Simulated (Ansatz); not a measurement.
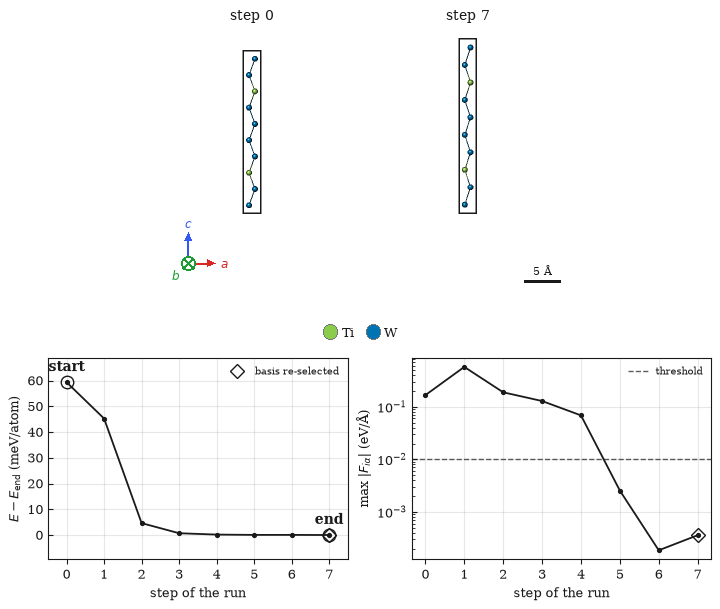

First and last geometry of a relaxation of crystalline TiW₄ (a generated structure, set up in P6_3/mmc), with the history of the run. The picture is a ball-and-stick view of the cell of the calculation, seen along the b axis.

Level of theory: DFT PBE, scalar-relativistic, plane waves, PAW (Ansatz). (plane-wave cutoff 420 eV; k-point mesh 12 × 12 × 2; occupations gaussian; smearing width 0.1 eV; no spin polarisation; cell and atoms relaxed; force threshold 0.01 eV/Å; at most 80 steps)

**What do the curves and the structures tell?**

It converged. Over 6 accepted moves (7 points after the start) the energy falls by 59.3 meV per atom. The largest force component goes from 0.17 to 0.00036 eV/Å. The pressure goes from −3.56 to 0.01 GPa. At 1 point the geometry stayed and the basis and grid were re-selected for the new cell (energy shift of less than 0.05 meV per atom at most each time). The atoms keep their places relative to the cell (all moves are under 0.005 Å). Cell: a = b 2.895 → 2.782 Å (−3.9 %), c 23.024 → 24.704 Å (+7.3 %). Volume −0.9 %. Some distances before and after: Ti–Ti 2.895 → 2.782 Å, W–W 2.895 → 2.782 Å, W–W 2.845 → 2.947 Å, Ti–W 2.845 → 2.945 Å. The space group stays P6_3/mmc (No. 194).
